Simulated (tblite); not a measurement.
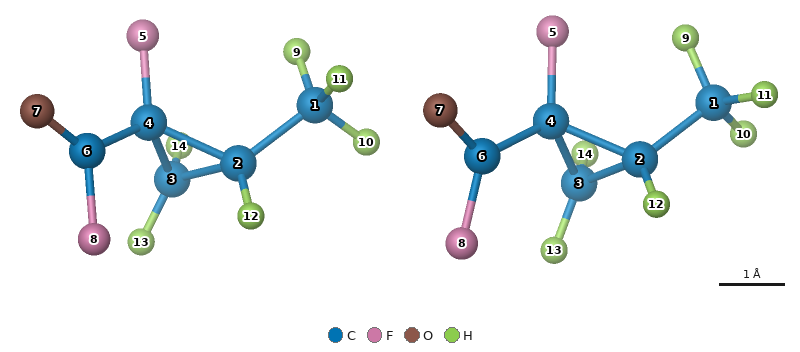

Two geometries of C5H6F2O, drawn at one scale. One is the start of a relaxation, the other its converged end. A ball-and-stick model, seen from a free direction.

The calculation used tblite, GFN2-xTB geometry optimisation, gas phase. 

Q: Which one is relaxed?

A: The left one is the relaxed one. The largest moves after the best rigid fit, 0.60 Å, are those of F8 and H10. Largest moves by element: H 0.60 Å, F 0.60 Å, C 0.18 Å, O 0.05 Å. Among the contacts that change: C6–O7 1.234 → 1.178 Å, C4–F5 1.397 → 1.364 Å, C1–H10 1.118 → 1.088 Å, C2–C4 1.494 → 1.522 Å. Among the angles between lasting bonds that change: C4–C6–F8 121.3° → 109.8°, C1–C2–C3 112.3° → 120.8°, C3–C4–C6 113.5° → 121.8°. Groups turn about C1–C2 by about 35°. Over 81 geometry steps the energy falls by 70.9 kJ/mol. The run took 0.37 s on 1 thread of Intel(R) Xeon(R) Platinum 8488C, with other jobs on the host.
